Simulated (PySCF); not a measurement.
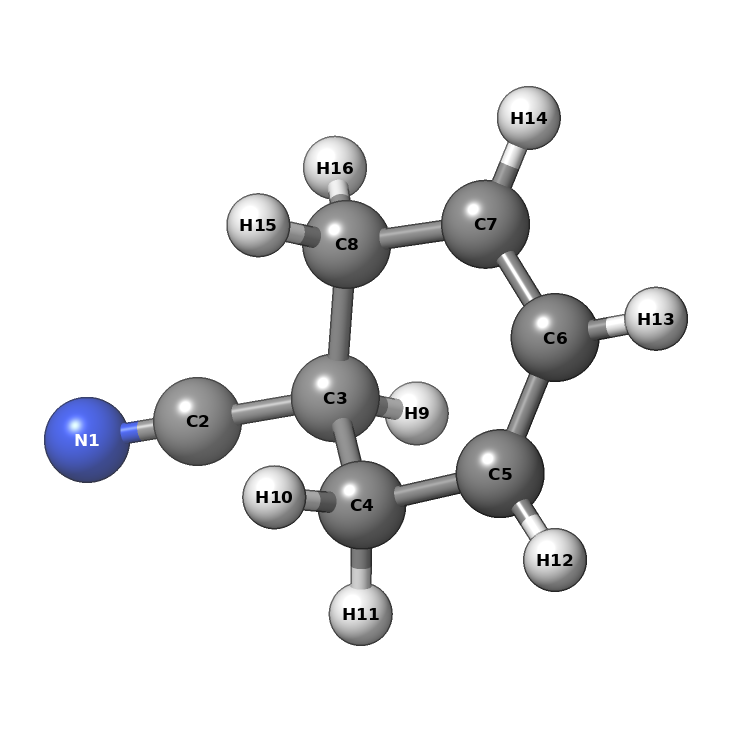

State: neutral, doublet. The geometry was computed by an optimisation with GFN2-xTB. No frequency run is at hand to confirm it as a minimum. Computed with UKS B3LYP, pcH-1 on C H N, non-relativistic (PySCF 2.14.0). Fermi-contact and spin-dipolar terms alone, no spin-orbit part.

### Which nucleus has the largest dipolar (anisotropic) hyperfine coupling?

13C at C5, C7: principal values −51.5, −49.7, 101.2 MHz.

List the isotropic and dipolar parts for the most strongly coupled nuclei, one of each equivalent set.

| atom | isotope | a_iso (MHz) | dipolar part (MHz) |
| --- | --- | --- | --- |
| C5 | 13C | 55.8 | −51.5, −49.7, 101.2 |
| C6 | 13C | −46.3 | −27.9, 11.1, 16.8 |
| H12 | 1H | −41.7 | −24.8, −0.4, 25.2 |
| H13 | 1H | 11.3 | −5.0, −1.2, 6.2 |
| H11 | 1H | 22.4 | −3.2, −2.6, 5.8 |
| H10 | 1H | 81.7 | −3.3, −2.2, 5.5 |
| H9 | 1H | −2.7 | −2.6, −1.0, 3.6 |
| C3 | 13C | 6.3 | −2.7, −0.7, 3.4 |
